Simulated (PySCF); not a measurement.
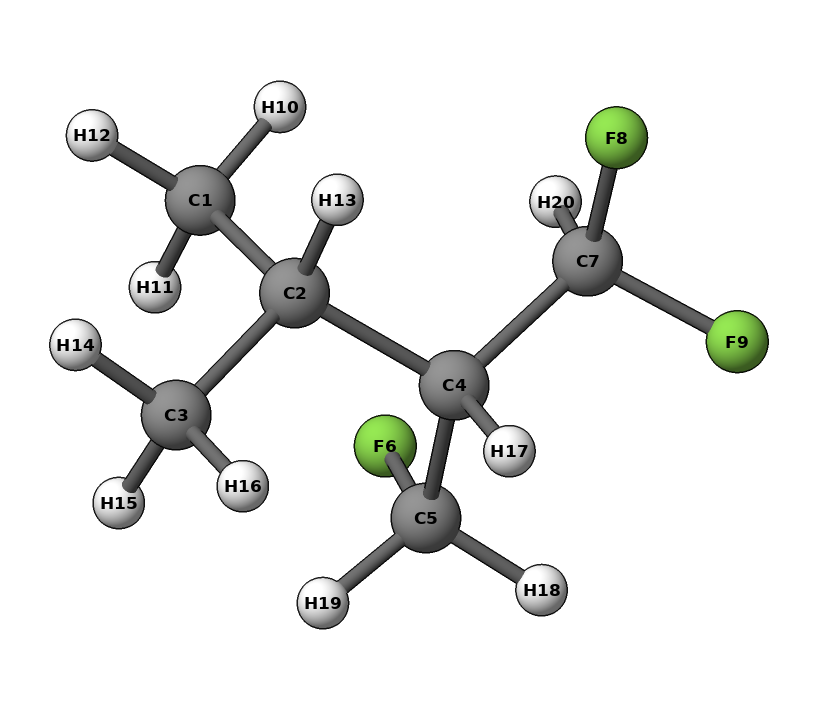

The questions are on isotropic NMR shieldings of the F atoms. The computed structure is the end point of a GFN2-xTB optimisation. No frequency run is at hand to confirm it as a minimum. Properties computed with GIAO PBE0/pcSseg-1 NMR shielding, non-relativistic, gas phase (PySCF 2.14.0).

Give the isotropic NMR shieldings of the F atoms atom by atom.

```csv
atom,σ (ppm)
F6,433.1
F8,326.4
F9,318.6
```
